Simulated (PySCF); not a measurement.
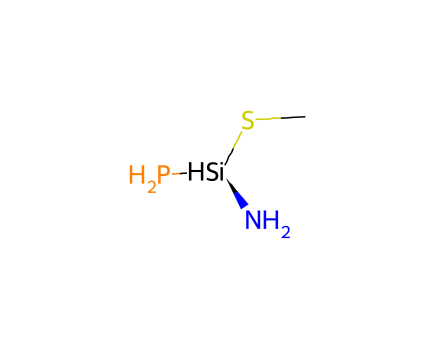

Source: calculation with PySCF.

2D structure.

Transcribe the drawing into SMILES.

CS[Si@@H](N)P

Give the formula, hydrogens included.

CH8NPSSi.

An optimisation with PBE0-D3(BJ)/def2-SVP gave a structure of which point group?

C1.
